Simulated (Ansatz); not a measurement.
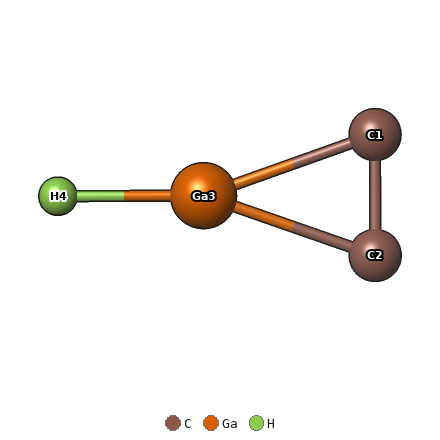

The system is C2HGa, SMILES [C]1#[C][GaH]1; the picture shows the reference structure. First axis: bond length Ga3–H4. Second axis: angle H4–Ga3–C1. Nothing is relaxed (all other coordinates rigid). Grid: 15 × 15 points. Points are written as (first, second). Energies: eV, counted from the lowest grid point. The calculation used RKS PBE0-D4/def2-TZVP in Ansatz 0.2.0.

Its coordinates:

```
atom    x (Å)    y (Å)    z (Å)
   C   0.9808  -0.4826   0.9325
   C  -0.2086  -0.3696   1.3726
  Ga  -0.1561   0.1723  -0.4659
   H  -0.6160   0.6800  -1.8391
```

Range: bond length Ga3–H4 from 1.320 to 2.148 Å; angle H4–Ga3–C1 from 135.6 to 179.0°.

Predict the map.

The lowest grid point is at (1.556 Å, 160.4°). It is the only kind of minimum in the scanned range. The highest grid point, (2.148 Å, 135.6°), lies 1.56 eV above the lowest.

| angle H4–Ga3–C1 ↓, bond length Ga3–H4 → | 1.320 | 1.379 | 1.438 | 1.497 | 1.556 | 1.616 | 1.675 | 1.734 | 1.793 | 1.852 | 1.912 | 1.971 | 2.030 | 2.089 | 2.148 |
| --- | --- | --- | --- | --- | --- | --- | --- | --- | --- | --- | --- | --- | --- | --- | --- |
| 179.0 | 0.62 | 0.35 | 0.19 | 0.12 | 0.11 | 0.15 | 0.23 | 0.34 | 0.47 | 0.62 | 0.79 | 0.95 | 1.13 | 1.31 | 1.48 |
| 175.9 | 0.58 | 0.32 | 0.16 | 0.08 | 0.07 | 0.12 | 0.20 | 0.31 | 0.44 | 0.59 | 0.76 | 0.93 | 1.10 | 1.28 | 1.46 |
| 172.8 | 0.55 | 0.29 | 0.13 | 0.06 | 0.05 | 0.09 | 0.17 | 0.28 | 0.42 | 0.57 | 0.73 | 0.90 | 1.08 | 1.26 | 1.44 |
| 169.7 | 0.53 | 0.27 | 0.11 | 0.04 | 0.03 | 0.07 | 0.15 | 0.26 | 0.40 | 0.55 | 0.72 | 0.89 | 1.06 | 1.24 | 1.42 |
| 166.6 | 0.51 | 0.25 | 0.09 | 0.02 | 0.01 | 0.06 | 0.14 | 0.25 | 0.39 | 0.54 | 0.70 | 0.87 | 1.05 | 1.23 | 1.41 |
| 163.5 | 0.50 | 0.24 | 0.08 | 0.01 | 0.00 | 0.05 | 0.13 | 0.24 | 0.38 | 0.53 | 0.70 | 0.87 | 1.04 | 1.22 | 1.40 |
| 160.4 | 0.50 | 0.24 | 0.08 | 0.01 | 0.00 | 0.04 | 0.13 | 0.24 | 0.38 | 0.53 | 0.69 | 0.86 | 1.04 | 1.22 | 1.40 |
| 157.3 | 0.50 | 0.24 | 0.09 | 0.01 | 0.00 | 0.05 | 0.13 | 0.24 | 0.38 | 0.53 | 0.70 | 0.87 | 1.04 | 1.22 | 1.41 |
| 154.2 | 0.51 | 0.25 | 0.10 | 0.02 | 0.01 | 0.06 | 0.14 | 0.25 | 0.39 | 0.54 | 0.70 | 0.87 | 1.05 | 1.23 | 1.41 |
| 151.1 | 0.53 | 0.27 | 0.11 | 0.04 | 0.03 | 0.07 | 0.15 | 0.27 | 0.40 | 0.55 | 0.72 | 0.89 | 1.06 | 1.24 | 1.42 |
| 148.0 | 0.56 | 0.29 | 0.13 | 0.06 | 0.05 | 0.09 | 0.18 | 0.29 | 0.42 | 0.57 | 0.74 | 0.91 | 1.08 | 1.26 | 1.44 |
| 144.9 | 0.59 | 0.32 | 0.16 | 0.09 | 0.08 | 0.12 | 0.20 | 0.31 | 0.45 | 0.60 | 0.76 | 0.93 | 1.10 | 1.28 | 1.46 |
| 141.8 | 0.62 | 0.36 | 0.20 | 0.12 | 0.11 | 0.15 | 0.24 | 0.35 | 0.48 | 0.63 | 0.79 | 0.96 | 1.13 | 1.31 | 1.49 |
| 138.7 | 0.67 | 0.40 | 0.24 | 0.17 | 0.15 | 0.19 | 0.27 | 0.38 | 0.52 | 0.66 | 0.83 | 0.99 | 1.17 | 1.34 | 1.52 |
| 135.6 | 0.72 | 0.45 | 0.29 | 0.21 | 0.20 | 0.24 | 0.32 | 0.43 | 0.56 | 0.71 | 0.87 | 1.03 | 1.20 | 1.38 | 1.56 |

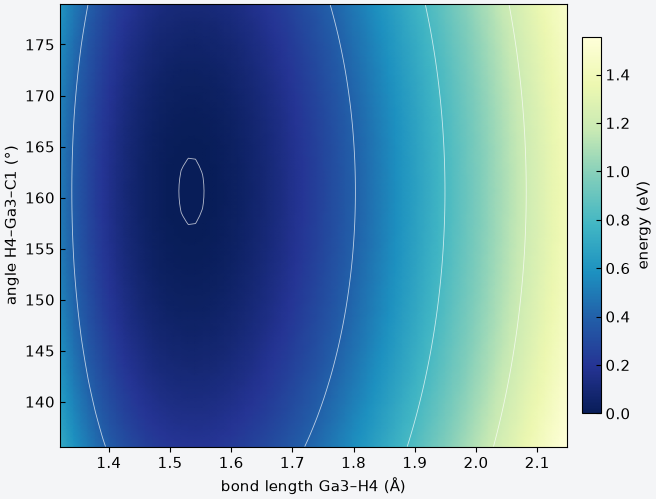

In the figure: a smooth colour map with a few white contour lines. Between grid points the surface is interpolated.

The whole map (225 points run) took 9.4 min on 1 thread of AMD EPYC 7B13 (Zen 3) (shared host).
